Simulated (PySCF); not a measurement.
```csv
atom,x (Å),y (Å),z (Å)
B,0.0000,0.0000,-0.1057
H,0.0000,0.0000,1.1543
```

These are results of PBE0/cc-pVDZ(-PP), non-relativistic Hamiltonian with scalar-relativistic core potentials where named, at a bond length of 1.260 Å in PySCF 2.14.0, not measurements.

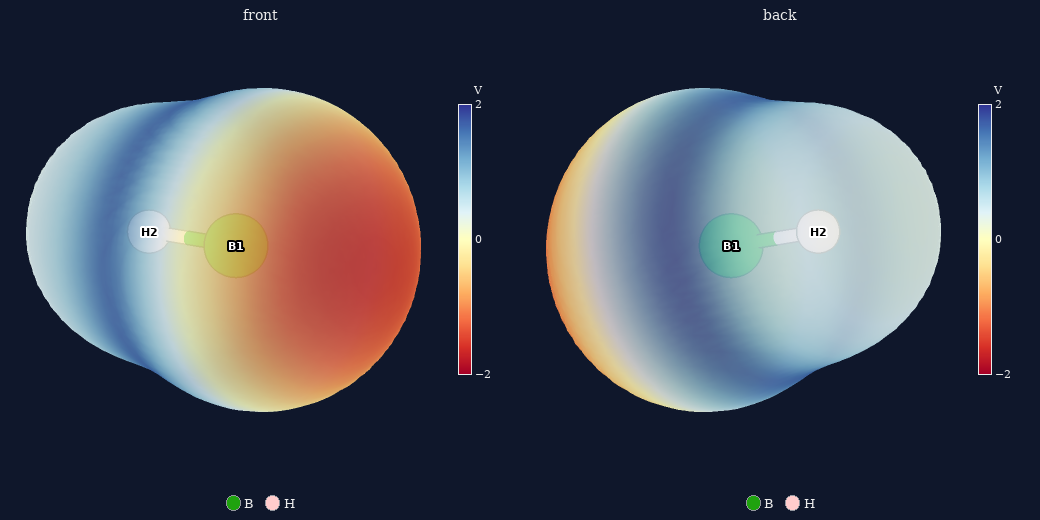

BH. The electrostatic potential painted on the density surface at 0.002 e/bohr³, seen from the front and from behind; the colour scale runs from red (negative) to blue (positive).

Describe the electrostatic potential map.

The most negative region (about −1.6 V, or −37 kcal/mol for a unit charge) lies over H2, the most positive (about +1.7 V, or +39 kcal/mol for a unit charge) over B1.
